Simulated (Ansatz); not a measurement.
Run report: Mo9S18F2, geometry relaxation (part 1 of 3)

Mo9S18F2 (slab, 29 atoms in the cell), computed with DFT PBE-D3(BJ), scalar-relativistic, plane waves, PAW, PAW set soft_1, no spin polarisation (Ansatz 0.2.0).

The structure derives from an entry of the Crystallography Open Database. The run did not end well. The input holds or restrains some coordinates. Forces given for the steps count only the free coordinates. It belongs to a series of runs on one base structure; here: end point A relaxed. Figures and captions count atoms from 1; the log counts them from 0 in places.

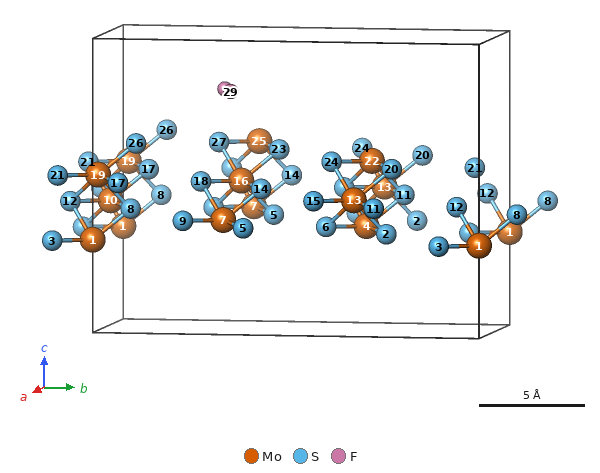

Figure 1. The structure as given in the input (ball-and-stick view of the cell of the calculation, with the vacuum cut short, seen slightly off an axis; bonded neighbours outside the cell are drawn too; atoms are numbered from 1 in the order of the input). An atom can appear more than once, as a periodic image.

### The input
```yaml
crystal:
  lattice:
    - [5.478477, 0.0, 0.0]
    - [-2.739238, 18.437951, 0.0]
    - [0.0, 0.0, 17.59823]
  atoms:
    - { symbol: Mo, position: [0.0, 0.0, 0.0568239] }
    - { symbol: S, position: [0.8751255, 0.7502511, 0.0793511] }
    - { symbol: S, position: [0.2927508, 0.9188349, 0.0641449] }
    - { symbol: Mo, position: [0.5012262, 0.6691191, 0.0866692] }
    - { symbol: S, position: [0.3763517, 0.4193701, 0.1091964] }
    - { symbol: S, position: [0.793977, 0.587954, 0.0939902] }
    - { symbol: Mo, position: [0.0024524, 0.3382381, 0.1165144] }
    - { symbol: S, position: [0.8775779, 0.0884892, 0.1390416] }
    - { symbol: S, position: [0.2952032, 0.257073, 0.1238355] }
    - { symbol: Mo, position: [0.5036786, 0.0073572, 0.1463597] }
    - { symbol: S, position: [0.3788041, 0.7576083, 0.1688869] }
    - { symbol: S, position: [0.7964294, 0.9261921, 0.1536807] }
    - { symbol: Mo, position: [0.0049048, 0.6764763, 0.176205] }
    - { symbol: S, position: [0.8800303, 0.4267274, 0.1987322] }
    - { symbol: S, position: [0.2976556, 0.5953112, 0.183526] }
    - { symbol: Mo, position: [0.506131, 0.3455953, 0.2060502] }
    - { symbol: S, position: [0.3812565, 0.0958464, 0.2285774] }
    - { symbol: S, position: [0.7988818, 0.2644303, 0.2133713] }
    - { symbol: Mo, position: [0.0073572, 0.0147144, 0.2358955] }
    - { symbol: S, position: [0.8824827, 0.7649655, 0.2584227] }
    - { symbol: S, position: [0.300108, 0.9335493, 0.2432165] }
    - { symbol: Mo, position: [0.5085834, 0.6838335, 0.2657408] }
    - { symbol: S, position: [0.3837089, 0.4340846, 0.288268] }
    - { symbol: S, position: [0.8013342, 0.6026684, 0.2730618] }
    - { symbol: Mo, position: [0.0098096, 0.3529526, 0.295586] }
    - { symbol: S, position: [0.8849351, 0.1032036, 0.3181132] }
    - { symbol: S, position: [0.3025604, 0.2717875, 0.3029071] }
    - { symbol: F, position: [0.6556016, 0.3149795, 0.4624459] }
    - { symbol: F, position: [0.9043378, 0.3496879, 0.4652871] }
basis:
  ecutwfc: 420.0
kpoints:
  mp_grid: { grid: [2, 1, 1] }
hamiltonian:
  xc: pbe
  dispersion: d3bj
  pseudopotentials: { kind: paw, azcp: { folder: soft_1 } }
scf:
  occupations: { method: gaussian, width: 0.05 }
  lower_state_search: "off"
relax:
  f_tol: 0.03
  max_steps: 60
  adjacent_minimum: "off"
  constraints: [{ sites: [0, 1, 2] }]
```

Machine: 4 threads of Intel Xeon @ 3.00GHz (Skylake/Cascade Lake), 12 GiB of memory available, shared host.

Launch command:
```bash
ansatz run input.yaml --threads 4 --pin off --max-ram 10240MiB --backend cpu --events-out ev --progress --plain --runs-dir out
```

### The program's output
```
Engine: ansatz 0.2.0, x86_64-unknown-linux-gnu
Pseudopotentials: kind: paw
Pseudopotential: Mo, paw, valence charge 14, recommended cutoff 420 eV (normal), [file]
Pseudopotential: S, paw, valence charge 6, recommended cutoff 420 eV (normal), [file]
Pseudopotential: F, paw, valence charge 7, recommended cutoff 420 eV (normal), [file]
Functional definition: PBE
  parameter kappa = 0.804
  parameter beta = 0.06672455060314922
  exchange = pbe_x(kappa = kappa, mu = beta*pi^2/3)
  correlation = pbe_c(beta = beta)
Crystal: 29 atoms, lattice volume = 1777.630 Å³
Basis set: ecut = 420 eV, 34755 PW (Γ), exchange–correlation on 80×250×240 points (8 copies of the dense FFT grid, shifted against one another)
Bands: 153, of which v1, the nominal top of the filled ones, is band 124 counted from 1 (123 counted from 0)
Symmetry: 1 space group operations
Space group: P1 (ITA 1), of the structure as read, at distance tolerance 1.2e-4 Å
k-points: 2
Non-local potential: Mo, projectors of the file, l = 0: 3, l = 1: 2, l = 2: 2, l = 3: 1
Non-local potential: S, projectors of the file, l = 0: 2, l = 1: 2, l = 2: 1
Non-local potential: F, projectors of the file, l = 0: 2, l = 1: 2, l = 2: 1
PAW form: soft (Blöchl's): semilocal exchange-correlation on the pseudo side does not see the compensation charge
PAW one-centre angular grid: Mo, 590 points (default); XC on 64 Gauss nodes
PAW one-centre angular grid: S, 110 points (default); XC on 64 Gauss nodes
PAW one-centre angular grid: F, 110 points (default); XC on 64 Gauss nodes
Initial wavefunctions: pseudopotential atomic-orbital guess
Functional: x = pbe(κ = 0.804, μ = 0.2195149727645171), c = pbe(β = 0.06672455060314922)
SCF iter   1: F=—  HF=-62481.987218 eV  |F-HF|=—  |Δ(HF+E_count)|=         —  Δρ=5.89e-2  dr2=1.39e2  ethr=3.10e-3  ⟨swp⟩=7.0  Hψ=1355  notcnv=0  defer=2
preconditioner: auto → LDOS  [metal: Δε(μ)=0.028 eV  Ē_g=7.723 eV  σ=0.050 eV  W_gap=0.30  n_scr=228 (ndim 8)  ℏωp=11.6 eV  f_vac=0.591  D(μ)=21.74/eV (n_scr^D=112)  β→1.0]
SCF iter   2: F=—  HF=-62519.779763 eV  |F-HF|=—  |Δ(HF+E_count)|=    3.78e1  Δρ=1.15e-1  dr2=6.25e2  ethr=3.10e-3  ⟨swp⟩=5.0  Hψ=911  notcnv=0  defer=45  recentre
SCF iter   3: F=—  HF=-62462.865158 eV  |F-HF|=—  |Δ(HF+E_count)|=    5.69e1  Δρ=2.89e-2  dr2=3.61e1  ethr=3.10e-3  ⟨swp⟩=5.0  Hψ=916  notcnv=0  defer=42
SCF iter   4: F=—  HF=-62458.419704 eV  |F-HF|=—  |Δ(HF+E_count)|=    4.45e0  Δρ=9.53e-3  dr2=5.19e0  ethr=3.10e-3  ⟨swp⟩=3.5  Hψ=445  notcnv=0  defer=42
SCF iter   5: F=—  HF=-62458.170966 eV  |F-HF|=—  |Δ(HF+E_count)|=   2.49e-1  Δρ=3.92e-3  dr2=6.67e-1  ethr=2.09e-3  ⟨swp⟩=3.0  Hψ=279  notcnv=0  defer=42
SCF iter   6: F=—  HF=-62458.266915 eV  |F-HF|=—  |Δ(HF+E_count)|=   9.59e-2  Δρ=4.29e-3  dr2=7.99e-1  ethr=2.69e-4  ⟨swp⟩=5.0  Hψ=405  notcnv=0  defer=32
SCF iter   7: F=—  HF=-62458.256364 eV  |F-HF|=—  |Δ(HF+E_count)|=   1.06e-2  Δρ=2.04e-3  dr2=1.74e-1  ethr=2.69e-4  ⟨swp⟩=2.0  Hψ=277  notcnv=0  defer=32
SCF iter   8: F=—  HF=-62458.253978 eV  |F-HF|=—  |Δ(HF+E_count)|=   2.39e-3  Δρ=6.47e-4  dr2=1.77e-2  ethr=7.04e-5  ⟨swp⟩=1.5  Hψ=281  notcnv=0  defer=32
SCF iter   9: F=—  HF=-62458.255172 eV  |F-HF|=—  |Δ(HF+E_count)|=   1.19e-3  Δρ=4.32e-4  dr2=7.41e-3  ethr=7.15e-6  ⟨swp⟩=1.5  Hψ=308  notcnv=0  defer=32
SCF iter  10: F=—  HF=-62458.255184 eV  |F-HF|=—  |Δ(HF+E_count)|=   1.16e-5  Δρ=2.43e-4  dr2=2.25e-3  ethr=2.99e-6  ⟨swp⟩=2.0  Hψ=299  notcnv=0  defer=32
SCF iter  11: F=—  HF=-62458.255249 eV  |F-HF|=—  |Δ(HF+E_count)|=   6.53e-5  Δρ=1.39e-4  dr2=8.74e-4  ethr=9.07e-7  ⟨swp⟩=2.0  Hψ=348  notcnv=0  defer=32
SCF iter  12: F=—  HF=-62458.255219 eV  |F-HF|=—  |Δ(HF+E_count)|=   2.99e-5  Δρ=6.23e-5  dr2=1.25e-4  ethr=3.52e-7  ⟨swp⟩=2.0  Hψ=422  notcnv=0  defer=32
SCF iter  13: F=—  HF=-62458.255249 eV  |F-HF|=—  |Δ(HF+E_count)|=   2.94e-5  Δρ=3.91e-5  dr2=5.63e-5  ethr=5.04e-8  ⟨swp⟩=2.0  Hψ=365  notcnv=0  defer=32
SCF iter  14: F=-62458.255279 eV  HF=-62458.255255 eV  |F-HF|=2.38e-5  |Δ(HF+E_count)|=   6.46e-6  Δρ=2.19e-5  dr2=9.27e-6  ethr=9.07e-9  ⟨swp⟩=3.0  Hψ=1007  notcnv=0
SCF 1 converged in 14 iterations: F = -62458.255279 eV  dr2 = 9.27e-6
  greatest PAW one-centre occupation: 0.999 electrons in one spin orbital (limit 2), on the Mo atom at site 15 (counted from 0), in its partial waves of l = 0
relax step   1: F+E_penalty+E_count = -62458.25527910 eV  Δ(F+E_penalty+E_count) = +0.000e0 eV  max|allowed force component| = 3.371e0 eV/Å  Δτ_max = 0.0000 Å  (14 SCF iters, dr2 threshold 2.25e-5 eV, accepted)
Initial density: handed on by an earlier stage of this run
Initial wavefunctions: those handed on with the density
SCF iter   1: F=—  HF=-62461.484071 eV  |F-HF|=—  |Δ(HF+E_count)|=         —  Δρ=3.42e-2  dr2=3.23e1  ethr=3.10e-3  ⟨swp⟩=5.0  Hψ=719  notcnv=0  defer=30
preconditioner: auto → LDOS  [metal: Δε(μ)=0.048 eV  Ē_g=6.555 eV  σ=0.050 eV  W_gap=0.50  n_scr=228 (ndim 8)  ℏωp=11.6 eV  f_vac=0.614  D(μ)=36.08/eV (n_scr^D=220)  β→1.0]
SCF iter   2: F=—  HF=-62479.183921 eV  |F-HF|=—  |Δ(HF+E_count)|=    1.77e1  Δρ=9.53e-2  dr2=3.63e2  ethr=3.10e-3  ⟨swp⟩=4.0  Hψ=604  notcnv=0  defer=39  recentre
SCF iter   3: F=—  HF=-62460.512008 eV  |F-HF|=—  |Δ(HF+E_count)|=    1.87e1  Δρ=1.34e-2  dr2=2.32e0  ethr=3.10e-3  ⟨swp⟩=3.0  Hψ=635  notcnv=0  defer=34
SCF iter   4: F=—  HF=-62460.428679 eV  |F-HF|=—  |Δ(HF+E_count)|=   8.33e-2  Δρ=1.03e-2  dr2=1.41e0  ethr=9.34e-4  ⟨swp⟩=2.0  Hψ=364  notcnv=0  defer=36
SCF iter   5: F=—  HF=-62460.369495 eV  |F-HF|=—  |Δ(HF+E_count)|=   5.92e-2  Δρ=6.35e-3  dr2=8.82e-1  ethr=5.68e-4  ⟨swp⟩=2.5  Hψ=366  notcnv=0  defer=36
SCF iter   6: F=—  HF=-62460.334296 eV  |F-HF|=—  |Δ(HF+E_count)|=   3.52e-2  Δρ=2.73e-3  dr2=1.89e-1  ethr=3.56e-4  ⟨swp⟩=2.0  Hψ=272  notcnv=0  defer=36
SCF iter   7: F=—  HF=-62460.362663 eV  |F-HF|=—  |Δ(HF+E_count)|=   2.84e-2  Δρ=1.35e-2  dr2=4.79e0  ethr=7.62e-5  ⟨swp⟩=1.5  Hψ=271  notcnv=0  defer=36  recentre
SCF iter   8: F=—  HF=-62460.335973 eV  |F-HF|=—  |Δ(HF+E_count)|=   2.67e-2  Δρ=2.85e-3  dr2=2.31e-1  ethr=7.62e-5  ⟨swp⟩=1.0  Hψ=352  notcnv=0  defer=36
SCF iter   9: F=—  HF=-62460.333806 eV  |F-HF|=—  |Δ(HF+E_count)|=   2.17e-3  Δρ=1.43e-3  dr2=5.05e-2  ethr=7.62e-5  ⟨swp⟩=1.0  Hψ=270  notcnv=0  defer=36
SCF iter  10: F=—  HF=-62460.332838 eV  |F-HF|=—  |Δ(HF+E_count)|=   9.68e-4  Δρ=3.30e-4  dr2=3.47e-3  ethr=2.04e-5  ⟨swp⟩=1.0  Hψ=270  notcnv=0  defer=36
SCF iter  11: F=—  HF=-62460.332852 eV  |F-HF|=—  |Δ(HF+E_count)|=   1.36e-5  Δρ=2.54e-4  dr2=2.00e-3  ethr=1.40e-6  ⟨swp⟩=1.5  Hψ=271  notcnv=0  defer=36
SCF iter  12: F=—  HF=-62460.332850 eV  |F-HF|=—  |Δ(HF+E_count)|=   1.57e-6  Δρ=6.54e-5  dr2=1.19e-4  ethr=8.06e-7  ⟨swp⟩=1.0  Hψ=270  notcnv=0  defer=36
SCF iter  13: F=-62460.332855 eV  HF=-62460.332854 eV  |F-HF|=1.46e-7  |Δ(HF+E_count)|=   4.14e-6  Δρ=2.87e-5  dr2=2.53e-5  ethr=4.03e-8  ⟨swp⟩=2.5  Hψ=788  notcnv=0
[...]
WARN: dispersion: an atom stands within reach of a switch of its C6 between two reference coordination numbers of its element: through that C6 alone, e_disp changes by 0.025 eV or more while the distances to its neighbours run over a stretch of 0.05 Å that contains this geometry (sites counted from 0 in the run's list of atoms or, in a supercell that it derives, in that cell's: here a list of 29) — site 3 (Mo): coordination number 6.547 (about 6.39 to 6.70 with every neighbour 0.05 Å farther or nearer), switch near 6.499 between the references 11.056 (weight 0.97) and 1.942 (weight 0.03), e_disp changing by some 0.11 eV; site 6 (Mo): coordination number 6.510 (about 6.35 to 6.67 with every neighbour 0.05 Å farther or nearer), switch near 6.499 between the references 11.056 (weight 0.70) and 1.942 (weight 0.30), e_disp changing by some 0.11 eV; site 21 (Mo): coordination number 6.561 (about 6.41 to 6.72 with every neighbour 0.05 Å farther or nearer), switch near 6.499 between the references 11.056 (weight 0.99) and 1.942 (weight 0.01), e_disp changing by some 0.11 eV; site 24 (Mo): coordination number 6.510 (about 6.33 to 6.69 with every neighbour 0.05 Å farther or nearer), switch near 6.499 between the references 11.056 (weight 0.70) and 1.942 (weight 0.30), e_disp changing by some 0.11 eV; some 0.43 eV in sum. This is how the published method behaves, and the energy and the forces stay consistent. Where you compare this geometry's total energy with another's, compare their components.e_disp too, and, where the geometries are yours to choose, keep both on one side of the switch, which a site's coordination number tells: a relaxation that ends in reach of it can search the other side under relax.adjacent_minimum: search, except where no move that the cell, the constraints and the symmetry allow carries the atom there
  greatest PAW one-centre occupation: 0.999 electrons in one spin orbital (limit 2), on the Mo atom at site 18 (counted from 0), in its partial waves of l = 0
relax step   2: F+E_penalty+E_count = -62460.33285461 eV  Δ(F+E_penalty+E_count) = -2.078e0 eV  max|allowed force component| = 3.381e0 eV/Å  Δτ_max = 0.1905 Å  (13 SCF iters, dr2 threshold 1.00e-4 eV, accepted)
[... from here on the SCF iterations and repeated set-up lines of each step are left out, up to the last step ...]
relax step   3: F+E_penalty+E_count = -62461.22299914 eV  Δ(F+E_penalty+E_count) = -8.901e-1 eV  max|allowed force component| = 2.124e0 eV/Å  Δτ_max = 0.1947 Å  (19 SCF iters, dr2 threshold 1.00e-4 eV, accepted)
relax step   4: F+E_penalty+E_count = -62461.72205885 eV  Δ(F+E_penalty+E_count) = -4.991e-1 eV  max|allowed force component| = 2.459e0 eV/Å  Δτ_max = 0.1959 Å  (16 SCF iters, dr2 threshold 1.00e-4 eV, accepted)
relax step   5: F+E_penalty+E_count = -62462.56481234 eV  Δ(F+E_penalty+E_count) = -8.428e-1 eV  max|allowed force component| = 3.405e0 eV/Å  Δτ_max = 0.1949 Å  (14 SCF iters, dr2 threshold 1.00e-4 eV, accepted)
relax step   6: F+E_penalty+E_count = -62463.76221053 eV  Δ(F+E_penalty+E_count) = -1.197e0 eV  max|allowed force component| = 3.608e0 eV/Å  Δτ_max = 0.1984 Å  (19 SCF iters, dr2 threshold 1.00e-4 eV, accepted)
relax step   7: F+E_penalty+E_count = -62464.46059975 eV  Δ(F+E_penalty+E_count) = -6.984e-1 eV  max|allowed force component| = 1.995e0 eV/Å  Δτ_max = 0.1950 Å  (26 SCF iters, dr2 threshold 1.00e-4 eV, accepted)
relax step   8: F+E_penalty+E_count = -62464.81016935 eV  Δ(F+E_penalty+E_count) = -3.496e-1 eV  max|allowed force component| = 5.725e-1 eV/Å  Δτ_max = 0.1944 Å  (12 SCF iters, dr2 threshold 1.00e-4 eV, accepted)
relax step   9: F+E_penalty+E_count = -62465.06165032 eV  Δ(F+E_penalty+E_count) = -2.515e-1 eV  max|allowed force component| = 4.780e-1 eV/Å  Δτ_max = 0.1953 Å  (13 SCF iters, dr2 threshold 2.70e-5 eV, accepted)
relax step  10: F+E_penalty+E_count = -62465.30601089 eV  Δ(F+E_penalty+E_count) = -2.444e-1 eV  max|allowed force component| = 7.772e-1 eV/Å  Δτ_max = 0.1951 Å  (13 SCF iters, dr2 threshold 1.88e-5 eV, accepted)
relax step  11: F+E_penalty+E_count = -62465.62224306 eV  Δ(F+E_penalty+E_count) = -3.162e-1 eV  max|allowed force component| = 1.241e0 eV/Å  Δτ_max = 0.1951 Å  (10 SCF iters, dr2 threshold 1.00e-4 eV, accepted)
relax step  12: F+E_penalty+E_count = -62466.02118754 eV  Δ(F+E_penalty+E_count) = -3.989e-1 eV  max|allowed force component| = 1.551e0 eV/Å  Δτ_max = 0.1917 Å  (9 SCF iters, dr2 threshold 1.00e-4 eV, accepted)
relax step  13: F+E_penalty+E_count = -62466.50094530 eV  Δ(F+E_penalty+E_count) = -4.798e-1 eV  max|allowed force component| = 1.558e0 eV/Å  Δτ_max = 0.1950 Å  (10 SCF iters, dr2 threshold 1.00e-4 eV, accepted)
relax step  14: F+E_penalty+E_count = -62466.81909715 eV  Δ(F+E_penalty+E_count) = -3.182e-1 eV  max|allowed force component| = 7.662e-1 eV/Å  Δτ_max = 0.1920 Å  (9 SCF iters, dr2 threshold 1.00e-4 eV, accepted)
relax step  15: F+E_penalty+E_count = -62467.04387974 eV  Δ(F+E_penalty+E_count) = -2.248e-1 eV  max|allowed force component| = 6.515e-1 eV/Å  Δτ_max = 0.1950 Å  (8 SCF iters, dr2 threshold 1.00e-4 eV, accepted)
relax step  16: F+E_penalty+E_count = -62467.11264334 eV  Δ(F+E_penalty+E_count) = -6.876e-2 eV  max|allowed force component| = 1.092e0 eV/Å  Δτ_max = 0.1930 Å  (7 SCF iters, dr2 threshold 1.00e-4 eV, accepted)
relax step  17: F+E_penalty+E_count = -62467.22236622 eV  Δ(F+E_penalty+E_count) = -1.097e-1 eV  max|allowed force component| = 2.579e0 eV/Å  Δτ_max = 0.1945 Å  (7 SCF iters, dr2 threshold 1.00e-4 eV, accepted)
relax step  18: F+E_penalty+E_count = -62467.24408526 eV  Δ(F+E_penalty+E_count) = -2.172e-2 eV  max|allowed force component| = 9.019e-1 eV/Å  Δτ_max = 0.1433 Å  (7 SCF iters, dr2 threshold 1.00e-4 eV, accepted)
relax step  19: F+E_penalty+E_count = -62467.28225964 eV  Δ(F+E_penalty+E_count) = -3.817e-2 eV  max|allowed force component| = 7.987e-1 eV/Å  Δτ_max = 0.1514 Å  (7 SCF iters, dr2 threshold 9.95e-5 eV, accepted)
relax step  20: F+E_penalty+E_count = -62467.26751773 eV  Δ(F+E_penalty+E_count) = +1.474e-2 eV  max|allowed force component| = 2.806e-1 eV/Å  Δτ_max = 0.2000 Å  (8 SCF iters, dr2 threshold 7.80e-5 eV, rejected (line search))
relax step  21: F+E_penalty+E_count = -62467.26022327 eV  Δ(F+E_penalty+E_count) = +2.204e-2 eV  max|allowed force component| = 1.753e-1 eV/Å  Δτ_max = 0.0974 Å  (11 SCF iters, rejected (line search))
relax step  22: F+E_penalty+E_count = -62467.28525084 eV  Δ(F+E_penalty+E_count) = -2.991e-3 eV  max|allowed force component| = 3.814e0 eV/Å  Δτ_max = 0.0478 Å  (11 SCF iters, accepted)
relax step  23: F+E_penalty+E_count = -62467.31876213 eV  Δ(F+E_penalty+E_count) = -3.351e-2 eV  max|allowed force component| = 6.946e-1 eV/Å  Δτ_max = 0.0970 Å  (6 SCF iters, dr2 threshold 1.00e-4 eV, accepted)
relax step  24: F+E_penalty+E_count = -62467.34030103 eV  Δ(F+E_penalty+E_count) = -2.154e-2 eV  max|allowed force component| = 6.358e-1 eV/Å  Δτ_max = 0.0937 Å  (7 SCF iters, dr2 threshold 3.02e-5 eV, accepted)
relax step  25: F+E_penalty+E_count = -62467.37652313 eV  Δ(F+E_penalty+E_count) = -3.622e-2 eV  max|allowed force component| = 1.669e0 eV/Å  Δτ_max = 0.1949 Å  (8 SCF iters, dr2 threshold 2.53e-5 eV, accepted)
relax step  26: F+E_penalty+E_count = -62467.39736237 eV  Δ(F+E_penalty+E_count) = -2.084e-2 eV  max|allowed force component| = 3.793e-1 eV/Å  Δτ_max = 0.0686 Å  (6 SCF iters, dr2 threshold 1.00e-4 eV, accepted)
relax step  27: F+E_penalty+E_count = -62467.43323472 eV  Δ(F+E_penalty+E_count)
[...]
WARN: dispersion: an atom stands within reach of a switch of its C6 between two reference coordination numbers of its element: through that C6 alone, e_disp changes by 0.025 eV or more while the distances to its neighbours run over a stretch of 0.05 Å that contains this geometry (sites counted from 0 in the run's list of atoms or, in a supercell that it derives, in that cell's: here a list of 29) — site 6 (Mo): coordination number 6.443 (about 6.26 to 6.62 with every neighbour 0.05 Å farther or nearer), switch near 6.499 between the references 1.942 (weight 0.98) and 11.056 (weight 0.02), e_disp changing by some 0.11 eV. This is how the published method behaves, and the energy and the forces stay consistent. Where you compare this geometry's total energy with another's, compare their components.e_disp too, and, where the geometries are yours to choose, keep both on one side of the switch, which a site's coordination number tells: a relaxation that ends in reach of it can search the other side under relax.adjacent_minimum: search, except where no move that the cell, the constraints and the symmetry allow carries the atom there
SCF 60 converged in 16 iterations: F = -62470.178733 eV  dr2 = 1.46e-8
relax step  60: F+E_penalty+E_count = -62470.17873276 eV  Δ(F+E_penalty+E_count) = -4.029e-3 eV  max|allowed force component| = 1.959e-1 eV/Å  Δτ_max = 0.0838 Å  (16 SCF iters, accepted)
```

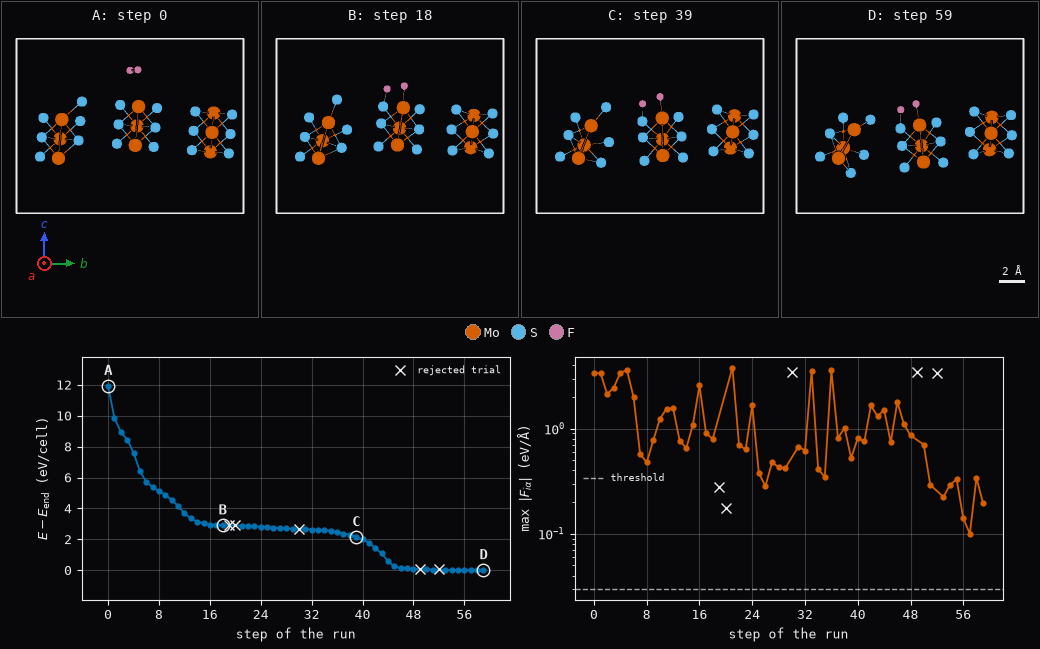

Figure 2. Frames of the restrained relaxation (ball-and-stick view of the cell of the calculation, with the vacuum cut short (origin shifted), along the a axis) above the curves, on which the letters mark them (the first geometry is step 0 here and step 1 in the log).
